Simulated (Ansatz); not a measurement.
**What do other settings change for random rock-salt alloy of CaS and PbS (64 atoms)?**

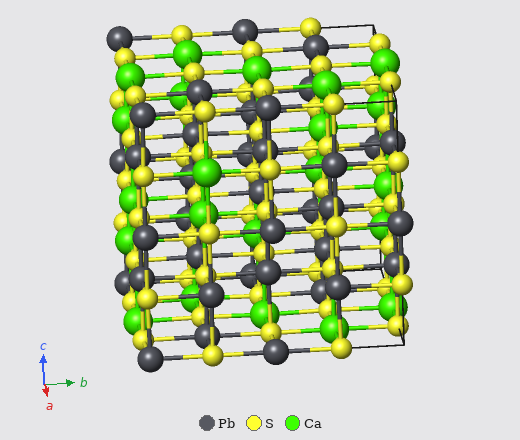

The cell (lead dark grey, sulfur yellow, calcium green). Some periodic images of atoms are drawn too.

The cell holds 64 atoms: 20 Pb, 32 S and 12 Ca. Its edges and angles: a = 11.688 Å, b = 11.688 Å, c = 11.688 Å, α = 90.0°, β = 90.0°, γ = 90.0°. It derives from CaS and PbS. Rock-salt CaS, 2 x 2 x 2 conventional cells, 20 of 32 Ca sites given to Pb at random (x = 0.625), lattice by Vegard's rule (a = 5.844 Å); not relaxed, displaced by a Gaussian of 0.02 Å.

Geometry: as built.

Reference run: Kohn-Sham DFT, LDA, PAW (set soft_2), plane waves (Ansatz 0.2.0), cutoff 420 eV, k-mesh 3×3×3, gaussian smearing of 0.05 eV.

| Item | Value |
| --- | --- |
| r.m.s. force component | 0.2447 eV/Å |
| pressure | -2.301 GPa |
| gap (highest filled to lowest empty level) | 1.091 eV |
| SCF cycles | 8 |
| time | 12 s on 1 × NVIDIA H100 80GB HBM3 with 5 threads of AMD EPYC 7R13 (Zen 3), shared host |

**Question.** The cell is repeated and solved at Γ. How do error, time and memory go?
- plane waves, 64 atoms (1×1×1)
- support functions, 64 atoms (1×1×1)
- plane waves, 512 atoms (2×2×2)
- support functions, 512 atoms (2×2×2)
- support functions, 1728 atoms (3×3×3)

Differences are against the typed cell on a 3×3×3 mesh, which samples like Γ on 1728 atoms (r.m.s. force component 0.245 eV/Å, gap 1.09 eV). Every repeated cell is solved at Γ, and forces are averaged over the copies of each atom. Hardware: 1 × NVIDIA H100 80GB HBM3 with 5 threads of AMD EPYC 7R13 (Zen 3), shared host.

| atoms | repeats | basis | Δ force, r.m.s. (meV/Å) | Δ energy (meV/atom) | less plane waves of the same size (meV/atom) | gap (eV) | spread among copies (meV/Å) | SCF cycles | time | host memory (GiB) | planned on the GPU (GiB) |
| --- | --- | --- | --- | --- | --- | --- | --- | --- | --- | --- | --- |
| 64 | 1×1×1 | plane waves | 72.8 | 69.3 | - | - | - | 8 | 2.6 s | 1.1 | 4 |
| 64 | 1×1×1 | support functions | 72.9 | 68.6 | -0.78 | 1.03 | - | 12 | 4.5 s | 1.1 | 2.9 |
| 512 | 2×2×2 | plane waves | 7.99 | 7.31 | - | - | 0 | 7 | 24 s | 2.7 | 60 |
| 512 | 2×2×2 | support functions | 7.98 | 6.53 | -0.78 | 1.09 | 0.055 | 13 | 18 s | 2.7 | 15 |
| 1728 | 3×3×3 | support functions | 0.566 | -0.776 | - | 1.09 | 0.039 | 14 | 87 s | 7.0 | 53 |

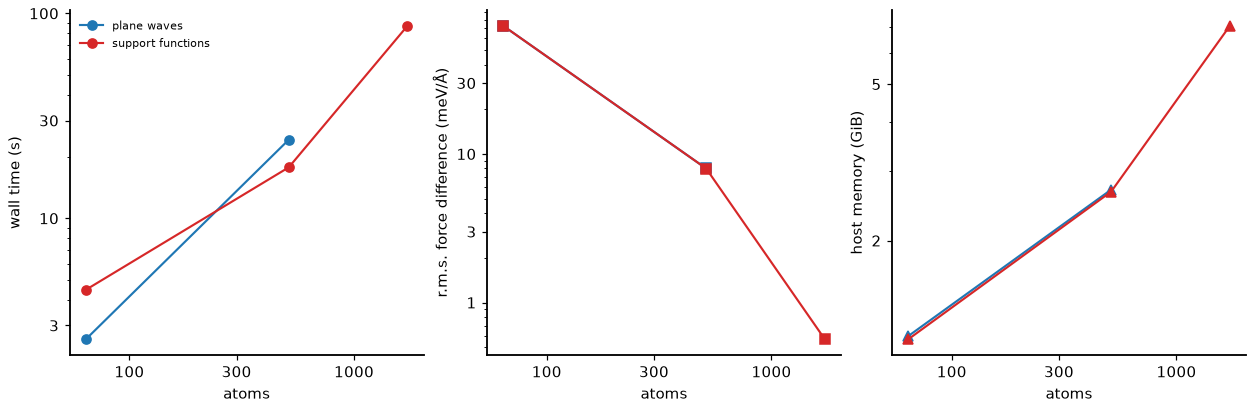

Time, error and memory against the number of atoms.

Repeating the cell at Γ samples more k-points: in plane waves the energy difference from the dense mesh goes from 69.3 meV/atom at 64 atoms to 7.31 at 512, and the force difference from 73 to 8.0 meV/Å. With plane waves, the time grows as the 1.1 power of the atom count between the two largest sizes, 64 and 512 atoms. The smaller run is short enough for fixed overheads to flatten this slope. With support functions, the time grows as the 1.3 power of the atom count between the two largest sizes, 512 and 1728 atoms. At equal size the support functions lie 0.78 meV/atom below plane waves, likely because their grid holds more waves than 420 eV; no run tests this. Support functions take 1.7 times the time of plane waves at 64 atoms and 0.73 times at 512, so the crossover lies within the series. Each time is a single run, so ratios and crossover are rough. The bases also began from different starting densities. At the largest size the support functions' forces differ from the reference by 0.23 % of the r.m.s. force, where they sample the same k-points.

[Hosts, paths, dates, database ids (printed as entryN), source tags and the programs' standing remarks are cut or masked in the printed files.]
